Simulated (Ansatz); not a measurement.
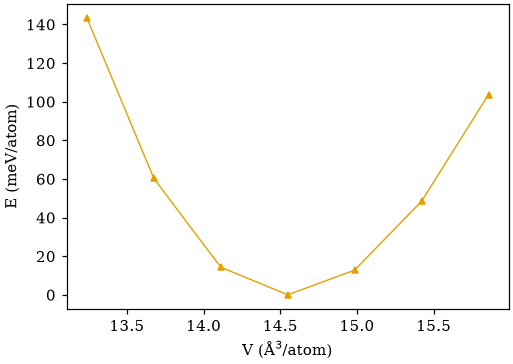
Figure: RuW (L1₀ or tetragonal B2, P4/mmm) under volume change, DFT-PBEsol in the program Ansatz with PAW potentials, shape and atoms relaxed at each volume.

Problem. What does a third-order Birch–Murnaghan fit give for V₀, B₀ and B′?

Solution. V₀ = 14.55 Å³/atom, B₀ = 329 GPa, B′ = 4.4.

The cell is a constructed one: a structure type filled with these elements; neither database checked (COD, Materials Project) lists it. Its standing as an ambient phase is unchecked. Symmetry was held in the PBEsol relaxation; its stability against distortions is not shown here. No spin polarisation was allowed. Scalar-relativistic: spin–orbit coupling is off unless named, which matters more the heavier the elements.

Potentials: the earlier of the program's two PAW sets. The files were generated under PBE; for other functionals the program regenerates the frozen cores, and for LDA and PBEsol the local potential too.
